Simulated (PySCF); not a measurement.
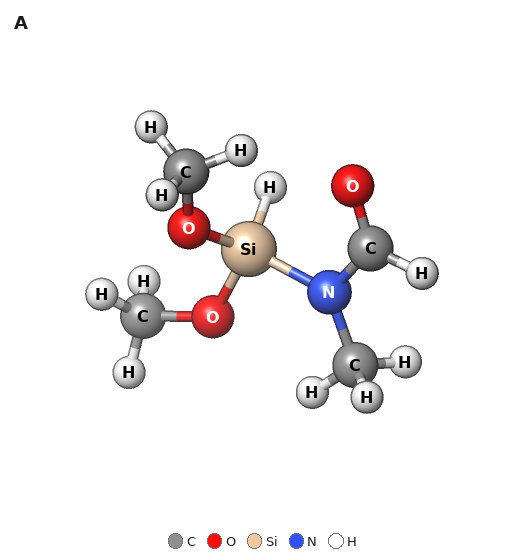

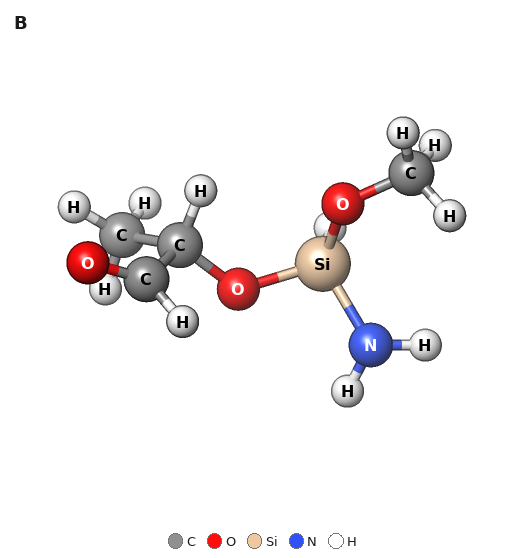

2 stationary structures of one formula. Geometries: GFN2-xTB. Electronic energies: PBE0/pcSseg-1 (PySCF 2.14.0), without zero-point energy. No frequency run is at hand to confirm each as a minimum. Each is one conformer, not always the lowest.

Are they conformers, stereoisomers or constitutional isomers?

Answer. They are constitutional isomers of C4H11NO3Si: A `CO[SiH](OC)N(C)C=O`, B `CO[Si@@H](N)O[C@@H](C)C=O`.

Rank them by energy, lowest first.

Answer. A is lowest; B lies 32.1 kJ/mol above it.

The geometry is semi-empirical. Around Si such bond lengths and angles can be off by a tenth of an ångström or more and by several degrees, and values that hang on the shape move with them.
